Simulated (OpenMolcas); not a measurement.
**Run report: AlO (charge +1), single-point calculation**

The run: single-point calculation of AlO (oxoaluminum), charge +1. Method and program: CASPT2/ANO-L-VTZP (OpenMolcas 26.06).

The geometry is that of the parent species in another charge or spin state. The geometry comes from this level: GFN2-xTB.

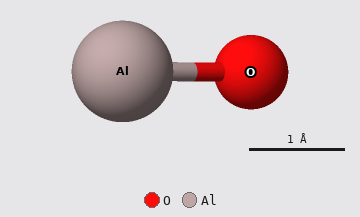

The structure as given in the input (ball-and-stick view, seen at a tilt). Sticks mark near contacts.

Input file:
```
* AlO CASPT2
&GATEWAY
Coord
2
angstrom
O        0.000000       0.000000       0.000000
Al       0.000000       0.000000       1.570050
Basis = ANO-L-VTZP
Group = NoSym
&SEWARD
&RASSCF
FileOrb = $CurrDir/step2.RasOrb
Spin = 1
Nactel = 8 0 0
Inactive = 6
Ras2 = 9
OrbListing = Nothing
OrbAppear = Compact
&CASPT2
Imaginary = 0.2
```

Machine: 1 thread of Arm Neoverse V2, 24 GiB of memory available, shared host.

Launch command:
```bash
export MOLCAS_MEM=1860
pymolcas step4.inp > step4.log
```

The program's output:
```
--- Start Module: gateway ---

                                              &GATEWAY

                       available to each process: 1.9 GB of memory, 1 thread

++    Symmetry information:
      ---------------------

                    Character Table for C1

                             E
                    a        1  x, y, xy, Rz, z, xz, Ry, yz, Rx, I
--

++    Basis set information:
      ----------------------

      Basis set label: O.ANO-L...4S3P2D1F.

      Electronic valence basis set:
      ------------------
      Associated Effective Charge   8.000000 au
      Associated Actual Charge      8.000000 au
      Nuclear Model: Point charge

      Shell  nPrim  nBasis  Cartesian Spherical Contaminant
         s      14       4        X
         p       9       3        X
         d       4       2                 X
         f       3       1                 X

      Basis set label: AL.ANO-L...5S4P2D1F.

      Electronic valence basis set:
      ------------------
      Associated Effective Charge  13.000000 au
      Associated Actual Charge     13.000000 au
      Nuclear Model: Point charge

      Shell  nPrim  nBasis  Cartesian Spherical Contaminant
         s      17       5        X
         p      12       4        X
         d       5       2                 X
         f       4       1                 X
--

++    Molecular structure info:
      -------------------------

                    ************************************************
                    **** Cartesian Coordinates / bohr, angstrom ****
                    ************************************************

     Center  Label                x              y              z                     x              y              z
        1      O1               0.000000       0.000000       0.000000              0.000000       0.000000       0.000000
        2      AL2              0.000000       0.000000       2.966965              0.000000       0.000000       1.570050
--

            Nuclear Potential Energy             35.05266068 au

--- Stop Module: gateway /rc=_RC_ALL_IS_WELL_ ---

--- Start Module: seward ---

                                              &SEWARD

                       available to each process: 1.9 GB of memory, 1 thread

               SEWARD will generate:
                  Multipole Moment integrals up to order  2
                  Kinetic Energy integrals
                  Nuclear Attraction integrals (point charge)
                  One-Electron Hamiltonian integrals
                  Velocity integrals
                  Orbital angular momentum around (  0.0000   0.0000   1.8627 )
                  Velocity quadrupole around (  0.0000   0.0000   1.8627 )
                  Two-Electron Repulsion integrals

                   Integrals are discarded if absolute value <: 1.00E-14
                   Integral cutoff threshold is set to       <: 1.00E-16

            Nuclear Potential Energy             35.05266068 au

      Basis set specifications :
      Symmetry species         a
      Basis functions           64

--- Stop Module: seward /rc=_RC_ALL_IS_WELL_ ---
--- Module seward spent 1 second ---

--- Start Module: rasscf ---

                                              &RASSCF

                       available to each process: 1.9 GB of memory, 1 thread

      Header of the ONEINT file:
      --------------------------

      OrdInt status: non-squared

      Cartesian coordinates in angstrom:
      -----------------------------------------------------
      No.  Label        X            Y            Z
      -----------------------------------------------------
       1   O1         0.00000000   0.00000000   0.00000000
       2   AL2        0.00000000   0.00000000   1.57005000
      -----------------------------------------------------
      Nuclear repulsion energy =   35.05266068

++    Wave function specifications:
      -----------------------------

      Number of closed shell electrons          12
      Number of electrons in active shells       8
      Max number of holes in RAS1 space          0
      Max nr of electrons in RAS3 space          0
      Number of inactive orbitals                6
      Number of active orbitals                  9
      Number of secondary orbitals              49
      Spin quantum number                      0.0
      State symmetry                             1
--

++    Orbital specifications:
      -----------------------

      Symmetry species                           1
                                                 a
      Frozen orbitals                            0
      Inactive orbitals                          6
      Active orbitals                            9
      RAS1 orbitals                              0
      RAS2 orbitals                              9
      RAS3 orbitals                              0
      Secondary orbitals                        49
      Deleted orbitals                           0
      Number of basis functions                 64
--

++    CI expansion specifications:
      ----------------------------

      Number of CSFs                          5292
      Number of spin combinations             8001
      Number of determinants                 15876
      Number of root(s) required                 1
      Root chosen for geometry opt.              1
      CI root used                               1

      highest root included in the CI            1
      max. size of the explicit Hamiltonian    200
--

++    Optimization specifications:
      ----------------------------

      RASSCF algorithm: Conventional
      Maximum number of macro iterations       200
      Maximum number of SX iterations          100
      Threshold for RASSCF energy            1.000E-08
      Threshold for max MO rotation          1.000E-01
      Threshold for max BLB element          1.000E-04
      Level shift parameter                  5.000E-01
      Make Quasi-Newton update
--

      The MO-coefficients are taken from the file:
      step2.RasOrb
      Title: RASSCF average (pseudo-natural) orbitals

      Total molecular charge    1.00

      ************************************************************************************************************************
      *                                            Wave function control section                                             *
      ************************************************************************************************************************

                                         RASSCF iterations: Energy and convergence statistics
                                         ----------------------------------------------------

          iter iter root      energy       change     param      element    value   shift minimum  type update hh:mm:ss
 Nr of preliminary CI iterations:   6
        1   1  101    1  -316.57216783    0.00E+00  -8.03E-02   11  51 1 -5.42E-02*  0.00   0.00    SX    NO    0:00:00
        2   4   19    1  -316.58683017   -1.47E-02* -3.76E-02   11  51 1 -2.59E-02*  0.00   0.00    SX    NO    0:00:00
        3   3   19    1  -316.58908673   -2.26E-03* -2.27E-02   11  51 1 -1.04E-02*  0.00   0.00    SX    NO    0:00:00
        4   4   18    1  -316.58964798   -5.61E-04* -1.23E-02   11  51 1 -6.02E-03*  0.00   0.00    SX    NO    0:00:00
        5   5   18    1  -316.58984707   -1.99E-04* -1.68E-02   11  51 1 -3.80E-03*  0.00   2.50    LS   YES    0:00:00
        6   5   17    1  -316.58997017   -1.23E-04* -6.93E-03    8  19 1 -1.24E-03*  0.00   1.24    QN   YES    0:00:00
        7   5   17    1  -316.59000983   -3.97E-05*  5.27E-03   11  28 1  6.88E-04*  0.00   1.24    QN   YES    0:00:00
        8   5   14    1  -316.59002344   -1.36E-05* -2.24E-03    8  61 1  4.04E-04*  0.00   1.36    QN   YES    0:00:00
        9   4   13    1  -316.59002582   -2.38E-06*  3.48E-04    8  61 1  1.60E-04*  0.00   1.13    QN   YES    0:00:00
       10   4   11    1  -316.59002601   -1.87E-07*  2.35E-04    8  49 1 -5.90E-05   0.00   1.22    QN   YES    0:00:00
       11   3   11    1  -316.59002604   -3.06E-08*  1.13E-04    2  49 1 -1.35E-05   0.00   1.06    QN   YES    0:00:00
       12   2    8    1  -316.59002604   -3.25E-09   5.88E-05    8  61 1 -5.34E-06   0.00   1.17    QN   YES    0:00:00
      Convergence after 12 iterations
       13   1    8    1  -316.59002604   -4.13E-10   5.88E-05    9  50 1 -5.26E-06   0.00   1.17    QN   YES    0:00:00

      ************************************************************************************************************************
                                                      Wave function printout:
                       occupation of active orbitals, and spin coupling of open shells (u,d: Spin up or down)
      ************************************************************************************************************************

      Note: transformation to natural orbitals
      has been made, which may change the order of the CSFs.

      printout of CI-coefficients larger than  0.05 for root  1
      energy=    -316.590026
      conf/sym  111111111     Coeff  Weight
            22  222020000  -0.91452 0.83634
            36  222000002   0.06633 0.00440
            62  2u2du000d   0.06811 0.00464
           127  202220000   0.33839 0.11451
           256  22u0d0u0d   0.05968 0.00356
           258  22u0u0d0d  -0.05486 0.00301
           394  2udu20d00   0.06784 0.00460
          1035  220020200   0.06633 0.00440

      Natural orbitals and occupation numbers for root  1
      sym 1:   1.986835   1.738322   1.966678   0.256866   1.966678   0.012419   0.032988   0.006225   0.032988

      ************************************************************************************************************************
      *                                                    Final results                                                     *
      ************************************************************************************************************************

++    Final optimization conditions:
      ------------------------------

      Average CI energy                            -316.59002604
      RASSCF energy for state  1                   -316.59002604
      Super-CI energy                                -0.00000000
      RASSCF energy change                            0.00000000
      Max change in MO coefficients              -9.453E-05
      Max non-diagonal density matrix element     5.880E-05
      Maximum BLB matrix element                 -5.261E-06
      (orbital pair   9,  50 in symmetry   1)
      Norm of electronic gradient            1.091E-05
--

      Final state energy(ies):
      ------------------------

::    RASSCF root number  1 Total energy:   -316.59002604
      Von Neumann Entropy (Root   1) =  0.88005

      Mulliken population analysis for root number:  1
      -----------------------------------------------

++    Molecular charges:
      ------------------

      Mulliken charges per centre
      ---------------------------

                O1      AL2
      Total    8.2001 11.7999

      N-E     -0.2001  1.2001

      Total electronic charge=   20.000000

      Total            charge=    1.000000
--

      Expectation values of various properties for root number:  1
      -----------------------------------------------------------

++    Molecular properties:
      ---------------------

      Charge (e):
                      =    1.0000
      Dipole Moment (debye):
      Origin of the operator (angstrom)=    0.0000    0.0000    0.9857
                   X= -2.1623E-06               Y= -1.5854E-07               Z=  5.9504E+00           Total=  5.9504E+00
      Center of Charge (angstrom)
                     X=   -0.00000045               Y=   -0.00000003               Z=    2.22456019
      Quadrupole Moment (debye*angstrom):
      Origin of the operator (angstrom)=    0.0000    0.0000    0.9857
                  XX= -1.2112E+01              XY=  8.2260E-09              XZ= -3.7530E-07              YY= -1.2112E+01
                  YZ= -2.7495E-08              ZZ= -8.5860E+00
      In traceless form (debye*angstrom)
                  XX= -1.7633E+00              XY=  1.2339E-08              XZ= -5.6295E-07              YY= -1.7633E+00
                  YZ= -4.1242E-08              ZZ=  3.5265E+00
--

      LoProp population analysis for root number:  1
      -----------------------------------------------

++    LoProp analysis:
      ----------------

++    Static properties:
      ------------------

      LoProp Charges per center

                   O1       AL2
      Nuclear      8.0000  13.0000
      Electronic  -8.4638 -11.5362

      Total       -0.4638   1.4638
--

      Natural Bond Order analysis for root number:  1

++    Natural Bond Order analysis
      ---------------------------
      Based on LoProp computed density
      -------------------------------------------------------------------------------------
      Atom A       Atom B       Bond Order
      -------------------------------------------------------------------------------------
      NBO located      0.999 non-bonded electrons on atom O1
      NBO located      0.926 non-bonded electrons on atom O1
      NBO located      0.926 non-bonded electrons on atom O1
      NBO located      0.996 non-bonded electrons on atom AL2
      NBO located      1.000 non-bonded electrons on atom AL2
      NBO located      1.000 non-bonded electrons on atom AL2
      NBO located      1.001 non-bonded electrons on atom AL2
      NBO located      1.001 non-bonded electrons on atom AL2
      The remaining    2.743 electrons are to be considered as diffuse
--

--

      Average orbitals are written to the RASORB file
      Natural orbitals for root   1 are written to the RASORB.1 file
      Spin density orbitals for root   1 are written to the SPDORB.1 file

--- Stop Module: rasscf /rc=_RC_ALL_IS_WELL_ ---
--- Module rasscf spent 2 seconds ---

--- Start Module: caspt2 ---

                                              &CASPT2

                       available to each process: 1.9 GB of memory, 1 thread

++    Wave function specifications:
      -----------------------------

      Number of closed shell electrons           6
      Number of electrons in active shells       8
      Max number of holes in RAS1 space          0
      Max number of electrons in RAS3 space      0
      Number of inactive orbitals                3
      Number of active orbitals                  9
      Number of secondary orbitals              49
      Spin quantum number                      0.0
      State symmetry                             1
      Number of CSFs                          5292
      Number of CASSCF root(s) available         1
      CASPT2 state passed to geometry opt.       1
      A file JOBMIX will be created
      This is a CASSCF or RASSCF reference function
--

++    Orbital specifications:
      -----------------------

      Symmetry species                           1
                                                 a
      Frozen orbitals                            3
      Inactive orbitals                          3
      Active orbitals                            9
      Secondary orbitals                        49
      Deleted orbitals                           0
      Number of basis functions                 64
--

++    CASPT2 specifications:
      ----------------------

      Type of calculation                        SS-CASPT2
      Fock operator                              state-specific
      IPEA shift                                 0.25
      Real shift                                 0.00
      Imaginary shift                            0.20
      The input orbitals will be transformed to quasi-canonical
--

--------------------------------------------------------------------------------
 Estimated memory requirements:
  POLY3 :                   993050
  RHS:                      594969
  SIGMA :                   470500
  PRPCTL:                        0
 Available workspace:    232457589

++ CASPT2 computation for group   1

********************************************************************************
 Multi-State initialization phase begins for group   1
--------------------------------------------------------------------------------
********************************************************************************
 Compute H0 matrices for state    1
--------------------------------------------------------------------------------
--------------------------------------------------------------------------------
 H0 matrices have been computed.

********************************************************************************
  CASPT2 EQUATION SOLUTION
--------------------------------------------------------------------------------

  Total nr of CASPT2 parameters:
   Before reduction:      239235
   After  reduction:      238005

 Variance of |WF0>:       0.7507562111

 The contributions to the second order correlation energy in atomic units.
-----------------------------------------------------------------------------------------------------------------------------
  IT.      VJTU        VJTI        ATVX        AIVX        VJAI        BVAT        BJAT        BJAI        TOTAL       RNORM
-----------------------------------------------------------------------------------------------------------------------------
   1    -0.000124   -0.000442   -0.041075   -0.001245   -0.001988   -0.075112   -0.001749   -0.002514   -0.124248    0.020031
   2    -0.000128   -0.000453   -0.042052   -0.001267   -0.002016   -0.075647   -0.001759   -0.002527   -0.125848    0.003871
   3    -0.000128   -0.000452   -0.042071   -0.001265   -0.002010   -0.075656   -0.001757   -0.002522   -0.125861    0.000939
   4    -0.000128   -0.000451   -0.042044   -0.001264   -0.002008   -0.075647   -0.001757   -0.002521   -0.125819    0.000186
   5    -0.000128   -0.000451   -0.042043   -0.001264   -0.002008   -0.075647   -0.001757   -0.002522   -0.125819    0.000048
   6    -0.000128   -0.000451   -0.042044   -0.001264   -0.002008   -0.075647   -0.001757   -0.002522   -0.125820    0.000009
   7    -0.000128   -0.000451   -0.042044   -0.001264   -0.002008   -0.075647   -0.001757   -0.002522   -0.125820    0.000002
-----------------------------------------------------------------------------------------------------------------------------

  FINAL CASPT2 RESULT:

      Reference energy:        -316.5900260436
      E2 (Non-variational):      -0.1258202518
      Shift correction:          -0.0003767916
      E2 (Variational):          -0.1261970434
      Total energy:            -316.7162230870
      Residual norm:              0.0000004209
      Reference weight:           0.97221

      Contributions to the CASPT2 correlation energy
      Active & Virtual Only:         -0.1176913394
      One Inactive Excited:          -0.0031482778
      Two Inactive Excited:          -0.0049806346

++ Denominators, etc.
--------------------------------------------------------------------------------------------------------------
 Report on small energy denominators, large coefficients, and large energy contributions.
CASE  SYMM ACTIVE-MIX  NON-ACTIVE INDICES          DENOMINATOR     RHS VALUE       COEFFICIENT     CONTRIBUTION
--

   (Skipping property calculation,
    use PROP keyword to activate)
--

  Total CASPT2 energies:
::    CASPT2 Root  1     Total energy:   -316.71622309

  A NEW JOBIPH FILE NAMED 'JOBMIX' IS PREPARED.
********************************************************************************
--- Stop Module: caspt2 /rc=_RC_ALL_IS_WELL_ ---
--- Module caspt2 spent 3 seconds ---

.##################.
.# Happy landing! #.
.##################.

    Timing: Wall=8.79 User=6.64 System=0.90
```

Key numbers:

```json
{"quantity": "outcome", "value": "converged"}
{"quantity": "total energy", "value": "−316.716223 hartree"}
{"quantity": "CASSCF energy", "value": "−316.590026 hartree"}
{"quantity": "basis functions", "value": "64"}
{"quantity": "wall time", "value": "9 s"}
{"quantity": "peak memory", "value": "0.4 GiB"}
```
